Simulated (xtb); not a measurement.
# Geometry relaxation, with input and output: SnCl$_{5}$ (charge −1) (part 3 of 3)

Continued. System: SnCl$_{5}$, charge −1. Method: GFN1-xTB (xtb 6.7.1). The geometry comes from this level: GFN2-xTB.

Geometry of the input (Å):
```
Sn 0.0015  -0.0030  0.0034
Cl -0.0073  -0.0236  2.4631
Cl 0.0444  -0.0112  -2.4555
Cl 2.4216  0.0398  0.0211
Cl -1.2226  2.0766  -0.0268
Cl -1.2376  -2.0786  -0.0054
```

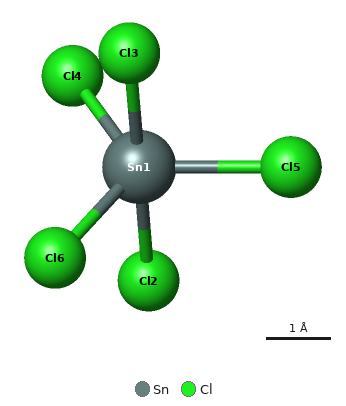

**Figure 1.** The geometry at step 6 of the log (ball-and-stick view, seen at an oblique angle; atoms are numbered from 1 in the order of the input).

Output, continued:
```
 projected vibrational frequencies (cm⁻¹)
eigval :       -0.00    -0.00    -0.00     0.00     0.00     0.00
eigval :       40.75    40.90   119.47   119.51   129.93   131.36
eigval :      131.43   208.88   255.42   278.66   304.74   304.78
           -------------------------------------------------
          |                Property Printout                |
           -------------------------------------------------

    * Orbital Energies and Occupations

         #    Occupation            Energy/Eh            Energy/eV
      -------------------------------------------------------------
         1        2.0000           -0.8135717             -22.1384
       ...           ...                  ...                  ...
         8        2.0000           -0.3664545              -9.9717
         9        2.0000           -0.3664444              -9.9715
        10        2.0000           -0.3439399              -9.3591
        11        2.0000           -0.3439323              -9.3589
        12        2.0000           -0.3379770              -9.1968
        13        2.0000           -0.3379638              -9.1965
        14        2.0000           -0.3340621              -9.0903
        15        2.0000           -0.3254834              -8.8569
        16        2.0000           -0.3237561              -8.8099
        17        2.0000           -0.3235646              -8.8046
        18        2.0000           -0.3235603              -8.8045
        19        2.0000           -0.3220636              -8.7638
        20        2.0000           -0.3220503              -8.7634 (HOMO)
        21                         -0.2286906              -6.2230 (LUMO)
        22                          0.0079523               0.2164
        23                          0.0080613               0.2194
        24                          0.0621011               1.6899
        25                          0.1028498               2.7987
        26                          0.1028577               2.7989
        27                          0.1075323               2.9261
        28                          0.1075369               2.9262
        29                          0.1103563               3.0029
        30                          0.1103653               3.0032
        31                          0.1104445               3.0053
       ...                                ...                  ...
        54                          0.9013647              24.5274
      -------------------------------------------------------------
                  HL-Gap            0.0933597 Eh            2.5404 eV
             Fermi-level           -0.2753704 Eh           -7.4932 eV

  Mulliken/CM5 charges         n(s)   n(p)   n(d)
     1      0.40937  0.43362   1.908  1.163  0.519
     2     -0.34891 -0.35328   1.960  5.397 -0.008
     3     -0.34892 -0.35329   1.960  5.397 -0.008
     4     -0.23715 -0.24232   1.959  5.286 -0.008
     5     -0.23717 -0.24234   1.959  5.286 -0.008
     6     -0.23723 -0.24239   1.959  5.286 -0.008

Wiberg/Mayer (AO) data.
largest (>0.10) Wiberg bond orders for each atom

 ---------------------------------------------------------------------------
     #   Z sym  total        # sym  WBO       # sym  WBO       # sym  WBO
 ---------------------------------------------------------------------------
     1  50      3.039 --     5      0.638     4      0.638     6      0.638
                             2      0.563     3      0.563
     2  17      0.989 --     1      0.563     6      0.128     4      0.128
                             5      0.128
     3  17      0.989 --     1      0.563     6      0.128     4      0.128
                             5      0.128
     4  17      1.114 --     1      0.638     2      0.128     3      0.128
                             5      0.110     6      0.110
     5  17      1.114 --     1      0.638     2      0.128     3      0.128
                             4      0.110     6      0.110
     6  17      1.114 --     1      0.638     2      0.128     3      0.128
                             5      0.110     4      0.110
 ---------------------------------------------------------------------------

Topologies differ in total number of bonds
Writing topology from bond orders to xtbtopo.mol

 dipole moment from electron density (au)
     X       Y       Z
   0.0002   0.0002   0.0000  total (Debye):    0.001

           -------------------------------------------------
          |                Geometry Summary                 |
           -------------------------------------------------

      molecular mass/u    :      295.9748005
   center of mass at/Å    :        0.0000068      -0.0000241      -0.0000016
  moments of inertia/u·Å² :        0.6098369E+03   0.7345705E+03   0.7348679E+03
rotational constants/cm⁻¹ :        0.2764285E-01   0.2294896E-01   0.2293968E-01

 * 3 selected distances

     #   Z          #   Z                                           value/Å
     1  50          4  17                                         2.3944813 (min)
     1  50          5  17                                         2.3944879
     1  50          6  17                                         2.3946181 (max)

 * 1 distinct bonds (by element types)

   Z      Z             #   av. dist./Å        max./Å        min./Å
  17 Cl  50 Sn          3     2.3945291     2.3946181     2.3944813

           -------------------------------------------------
          |               Frequency Printout                |
           -------------------------------------------------
 projected vibrational frequencies (cm⁻¹)
eigval :       -0.00    -0.00    -0.00     0.00     0.00     0.00
eigval :       40.75    40.90   119.47   119.51   129.93   131.36
eigval :      131.43   208.88   255.42   278.66   304.74   304.78
 reduced masses (amu)
    1:     38.39    2:     45.40    3:     39.72    4:     44.40    5:     38.76    6:     41.90
    7:     35.75    8:     35.76    9:     44.30   10:     44.29   11:     44.75   12:     35.45
   13:     35.45   14:     35.45   15:     35.45   16:     45.01   17:     44.99   18:     44.99
 IR intensities (km·mol⁻¹)
Molecule has the following symmetry elements: (C3) 3*(C2) (S3) 4*(sigma)
It seems to be the D3h point group
    1:      0.89    2:      2.57    3:      1.26    4:      2.36    5:      1.00    6:      1.80
    7:      0.10    8:      0.10    9:     29.33   10:     29.34   11:     50.97   12:      0.01
   13:      0.00   14:      0.00   15:      0.00   16:    215.43   17:    174.51   18:    174.51
 Raman intensities (Ä⁴*amu⁻¹)
    1:      0.00    2:      0.00    3:      0.00    4:      0.00    5:      0.00    6:      0.00
    7:      0.00    8:      0.00    9:      0.00   10:      0.00   11:      0.00   12:      0.00
   13:      0.00   14:      0.00   15:      0.00   16:      0.00   17:      0.00   18:      0.00
 output can be read by thermo (or use thermo option).
 writing <g98.out> molden fake output.
 recommended (thermochemical) frequency scaling factor: 1.0
           -------------------------------------------------
          |             Thermodynamic Functions             |
           -------------------------------------------------

d3h symmetry found (for desy threshold:  0.10E+00) used in thermo

          ...................................................
          :                      SETUP                      :
          :.................................................:
          :  # frequencies                          12      :
          :  # imaginary freq.                       0      :
          :  linear?                             false      :
          :  only rotor calc.                    false      :
          :  symmetry                              d3h      :
          :  rotational number                       6      :
          :  scaling factor                  1.0000000      :
          :  rotor cutoff                   50.0000000 cm⁻¹ :
          :  imag. cutoff                  -20.0000000 cm⁻¹ :
          :.................................................:

    mode    ω/cm⁻¹     T·S(HO)/kcal·mol⁻¹    T·S(FR)/kcal·mol⁻¹   T·S(vib)
   ------------------------------------------------------------------------
       1     40.75    -1.55699 ( 30.62%)    -1.11696 ( 69.38%)    -1.25169
       2     40.90    -1.55482 ( 30.93%)    -1.11587 ( 69.07%)    -1.25164
       3    119.47    -0.92692 ( 97.02%)    -0.79845 (  2.98%)    -0.92310
       4    119.51    -0.92675 ( 97.03%)    -0.79836 (  2.97%)    -0.92293
       5    129.93    -0.87869 ( 97.85%)    -0.77360 (  2.15%)    -0.87644
       6    131.36    -0.87241 ( 97.94%)    -0.77036 (  2.06%)    -0.87031
       7    131.43    -0.87207 ( 97.95%)    -0.77018 (  2.05%)    -0.86998
       8    208.88    -0.61223 ( 99.67%)    -0.63296 (  0.33%)    -0.61229
       9    255.42    -0.50473 ( 99.85%)    -0.57338 (  0.15%)    -0.50483
      10    278.66    -0.45971 ( 99.90%)    -0.54759 (  0.10%)    -0.45980
   ------------------------------------------------------------------------

   temp. (K)  partition function   enthalpy   heat capacity  entropy
                                   cal/mol     cal/K/mol   cal/K/mol   J/K/mol
 298.15  VIB  0.803E+04             4667.238     20.732     31.435
         ROT  0.231E+06              888.727      2.981     27.523
         INT  0.186E+10             5555.965     23.713     58.958
         TR   0.156E+27             1481.212      4.968     42.952
         TOT                        7037.1774    28.6806   101.9108   426.3948

       T/K    H(0)-H(T)+PV         H(T)/Eh          T*S/Eh         G(T)/Eh
   ------------------------------------------------------------------------
    298.15    0.112145E-01    0.159208E-01    0.484211E-01   -0.325003E-01
   ------------------------------------------------------------------------

         :::::::::::::::::::::::::::::::::::::::::::::::::::::
         ::                  THERMODYNAMIC                  ::
         :::::::::::::::::::::::::::::::::::::::::::::::::::::
         :: total free energy         -24.232593614728 Eh   ::
         ::.................................................::
         :: total energy              -24.200093271712 Eh   ::
         :: zero point energy           0.004706314043 Eh   ::
         :: G(RRHO) w/o ZPVE           -0.037206657059 Eh   ::
         :: G(RRHO) contrib.           -0.032500343016 Eh   ::
         :::::::::::::::::::::::::::::::::::::::::::::::::::::

optimized geometry written to: xtbopt.xyz

           -------------------------------------------------
          | TOTAL ENERGY              -24.200093271712 Eh   |
          | TOTAL ENTHALPY            -24.184172501622 Eh   |
          | TOTAL FREE ENERGY         -24.232593614728 Eh   |
          | GRADIENT NORM               0.000026216727 Eh/α |
          | HOMO-LUMO GAP               2.540447997360 eV   |
           -------------------------------------------------

------------------------------------------------------------------------
------------------------------------------------------------------------
 total:
 *  cpu-time:     0 d,  0 h,  0 min,  0.816 sec
 * ratio c/w:     0.999 speedup
 SCF:
 *  cpu-time:     0 d,  0 h,  0 min,  0.019 sec
 * ratio c/w:     0.987 speedup
 ANC optimizer:
 *  cpu-time:     0 d,  0 h,  0 min,  0.205 sec
 * ratio c/w:     0.998 speedup
 analytical hessian:
 *  cpu-time:     0 d,  0 h,  0 min,  0.581 sec
 * ratio c/w:     1.000 speedup
```

File vibspectrum:
```
$vibrational spectrum
#  mode     symmetry     wave number   IR intensity    selection rules
#                         cm**(-1)      (km*mol⁻¹)        IR
     1                      -0.00         0.00000          -
     2                      -0.00         0.00000          -
     3                      -0.00         0.00000          -
     4                       0.00         0.00000          -
     5                       0.00         0.00000          -
     6                       0.00         0.00000          -
     7        a             40.75         0.10243         YES
     8        a             40.90         0.10363         YES
     9        a            119.47        29.33232         YES
    10        a            119.51        29.33628         YES
    11        a            129.93        50.96665         YES
    12        a            131.36         0.00647         NO
    13        a            131.43         0.00368         NO
    14        a            208.88         0.00001         NO
    15        a            255.42         0.00004         NO
    16        a            278.66       215.42761         YES
    17        a            304.74       174.51467         YES
    18        a            304.78       174.50833         YES
$end
```

Standard error:
```
normal termination of xtb
```

Trajectory as extended XYZ (Å, eV, eV/Å), 12 frames, from step=0 to step=11:
```
6
Properties=species:S:1:pos:R:3 step=0 energy=-658.51194
Sn    0.0015   -0.0030    0.0034
Cl   -0.0073   -0.0236    2.4631
Cl    0.0444   -0.0112   -2.4555
Cl    2.4216    0.0398    0.0211
Cl   -1.2226    2.0766   -0.0268
Cl   -1.2376   -2.0786   -0.0054
6
Properties=species:S:1:pos:R:3 step=1 energy=-658.51404
Sn    0.0062   -0.0036   -0.0049
Cl   -0.0121   -0.0055    2.4497
Cl    0.0376   -0.0227   -2.4601
Cl    2.3844    0.0345    0.0310
Cl   -1.2033    2.0460   -0.0010
Cl   -1.2128   -2.0487   -0.0146
6
Properties=species:S:1:pos:R:3 step=2 energy=-658.51772
Sn    0.0013   -0.0022    0.0015
Cl   -0.0133   -0.0104    2.4678
Cl    0.0383   -0.0143   -2.4638
Cl    2.3973    0.0311    0.0228
Cl   -1.2086    2.0600   -0.0152
Cl   -1.2150   -2.0642   -0.0132
6
Properties=species:S:1:pos:R:3 step=3 energy=-658.51757
Sn    0.0045   -0.0027   -0.0031
Cl   -0.0178   -0.0091    2.4536
Cl    0.0328   -0.0083   -2.4614
Cl    2.4001    0.0252    0.0290
Cl   -1.2098    2.0659   -0.0131
Cl   -1.2098   -2.0711   -0.0052
6
Properties=species:S:1:pos:R:3 step=4 energy=-658.51797
Sn    0.0006   -0.0011    0.0011
Cl   -0.0188   -0.0047    2.4609
Cl    0.0321   -0.0094   -2.4583
Cl    2.3961    0.0214    0.0238
Cl   -1.2068    2.0652   -0.0143
Cl   -1.2032   -2.0715   -0.0130
6
Properties=species:S:1:pos:R:3 step=5 energy=-658.51788
Sn    0.0015   -0.0013   -0.0016
Cl   -0.0226   -0.0025    2.4651
Cl    0.0290   -0.0064   -2.4682
Cl    2.3949    0.0178    0.0263
Cl   -1.2050    2.0649   -0.0120
Cl   -1.1980   -2.0724   -0.0097
6
Properties=species:S:1:pos:R:3 step=6 energy=-658.51806
Sn    0.0006   -0.0007    0.0003
Cl   -0.0225   -0.0029    2.4625
Cl    0.0287   -0.0051   -2.4620
Cl    2.3951    0.0161    0.0246
Cl   -1.2056    2.0674   -0.0148
Cl   -1.1965   -2.0748   -0.0106
6
Properties=species:S:1:pos:R:3 step=7 energy=-658.51807
Sn    0.0000   -0.0007   -0.0005
Cl   -0.0240    0.0004    2.4612
Cl    0.0272   -0.0051   -2.4618
Cl    2.3955    0.0138    0.0252
Cl   -1.2049    2.0681   -0.0123
Cl   -1.1938   -2.0766   -0.0119
6
Properties=species:S:1:pos:R:3 step=8 energy=-658.51808
Sn    0.0004   -0.0003    0.0001
Cl   -0.0248    0.0001    2.4618
Cl    0.0264   -0.0037   -2.4617
Cl    2.3947    0.0124    0.0248
Cl   -1.2047    2.0686   -0.0137
Cl   -1.1920   -2.0770   -0.0113
6
Properties=species:S:1:pos:R:3 step=9 energy=-658.51808
Sn   -0.0006   -0.0002   -0.0001
Cl   -0.0248   -0.0001    2.4619
Cl    0.0263   -0.0022   -2.4621
Cl    2.3940    0.0111    0.0251
Cl   -1.2045    2.0694   -0.0146
Cl   -1.1904   -2.0781   -0.0102
6
Properties=species:S:1:pos:R:3 step=10 energy=-658.51809
Sn    0.0001   -0.0002    0.0001
Cl   -0.0255    0.0007    2.4621
Cl    0.0257   -0.0024   -2.4619
Cl    2.3945    0.0107    0.0248
Cl   -1.2047    2.0693   -0.0141
Cl   -1.1902   -2.0781   -0.0109
6
Properties=species:S:1:pos:R:3 step=11 energy=-658.51809
Sn    0.0000   -0.0001    0.0000
Cl   -0.0256    0.0011    2.4619
Cl    0.0257   -0.0023   -2.4619
Cl    2.3944    0.0102    0.0249
Cl   -1.2047    2.0692   -0.0138
Cl   -1.1898   -2.0782   -0.0110
```

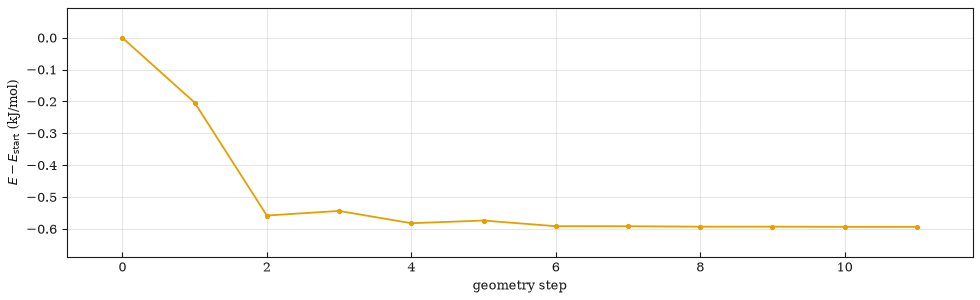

**Figure 2.** Progress of the relaxation, step by step (steps are counted from 0).

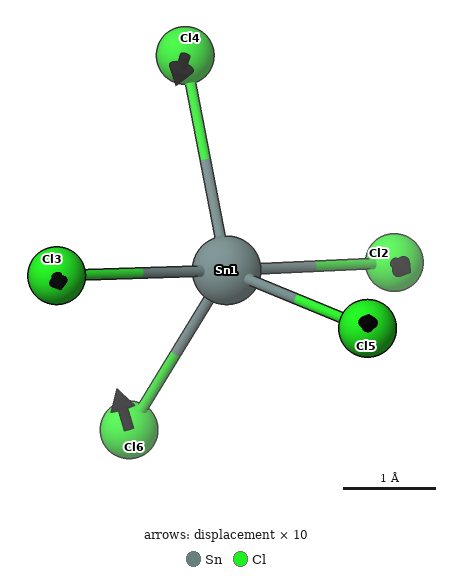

**Figure 3.** The starting structure with the displacements as black arrows, magnified 10 times (ball-and-stick view, seen at a tilt). The two geometries are laid on each other by the best rigid fit. The largest move after the best rigid fit is that of Cl6, 0.048 Å. Largest moves by element: Cl 0.048 Å, Sn 0.005 Å. Among the contacts that change: Sn1–Cl4 2.421 → 2.394 Å, Sn1–Cl5 2.413 → 2.394 Å. After 11 geometry steps the energy has fallen by 0.59 kJ/mol. (Atoms are counted from 1 in the order of the input.)

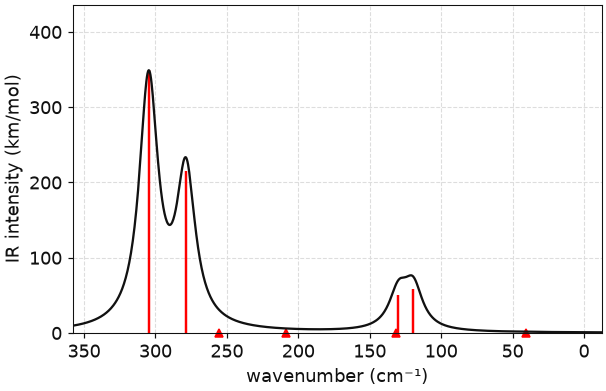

**Figure 4.** Harmonic infrared spectrum, unscaled: sticks (degenerate modes added up, dark ones marked on the axis) with a Lorentzian envelope of 16 cm⁻¹ full width, scaled to the tallest stick. 12 modes from 41 to 305 cm⁻¹, none imaginary. The strongest line is at 305 cm⁻¹ (349 km/mol). All modes, in cm⁻¹ (km/mol): 41 (0.1), 41 (0.1), 119 (29), 120 (29), 130 (51), 131 (0.0), 131 (0.0), 209 (0.0), 255 (0.0), 279 (215), 305 (175), 305 (175).

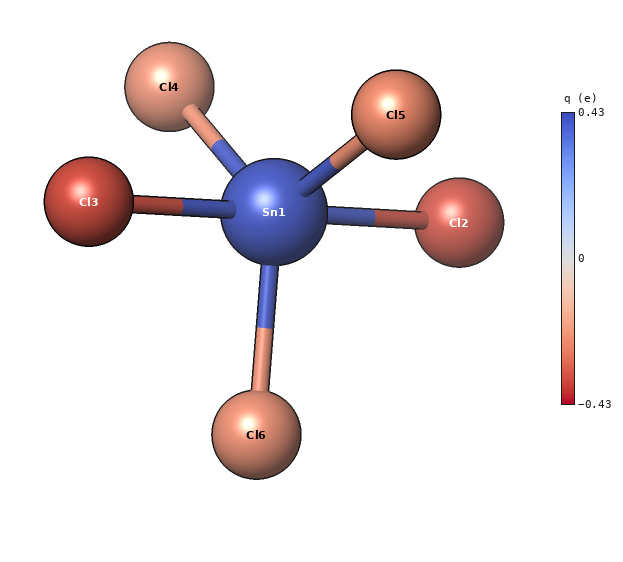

**Figure 5.** Mulliken charges, as the colour of each atom (ball-and-stick view, seen at a tilt; atoms are numbered from 1 in the order of the input). By element: Sn +0.41 and Cl −0.35 to −0.24 e.

Key numbers:

```json
{"quantity": "outcome", "value": "converged"}
{"quantity": "electrons treated", "value": "40"}
{"quantity": "total energy", "value": "−24.200093 hartree"}
{"quantity": "dispersion energy", "value": "−0.004747 hartree"}
{"quantity": "basis functions", "value": "60"}
{"quantity": "HOMO", "value": "−8.76 eV"}
{"quantity": "LUMO", "value": "−6.22 eV"}
{"quantity": "zero-point energy", "value": "0.004706 hartree"}
{"quantity": "wavenumbers, lowest and highest", "value": "41 and 305 cm⁻¹"}
{"quantity": "hardware", "value": "1 thread of Arm Neoverse N1, 98 GiB of memory available, shared host"}
{"quantity": "wall time", "value": "0.83 s"}
{"quantity": "peak memory", "value": "0.071 GiB"}
```
